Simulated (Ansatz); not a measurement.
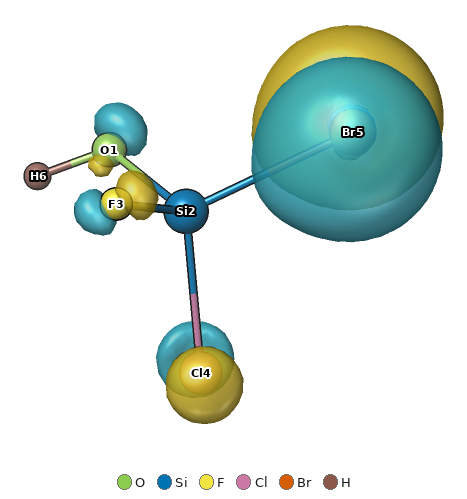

Figure. BrClFHOSi. The HOMO−1 at ±0.15 Å⁻³ᐟ² (yellow and cyan are the two phases), seen at a tilt.

Method: SCF r2SCAN, Gaussian basis in Ansatz.

```xyz
6

O    -0.5833    0.2841    1.1477
Si    0.1926    0.0463   -0.2674
F     1.5417   -0.6640    0.0979
Cl   -0.8996   -1.2117   -1.3515
Br    0.5426    1.9264   -1.3543
H    -0.7519   -0.4450    1.6815
```

Question: Describe this orbital and give its energy.

Answer: Its weight (Hirshfeld) is mainly on Br5 (about 85 %) and Cl4 (about 5 %); largely a lone pair of Br5. Its energy is −8.14 eV.
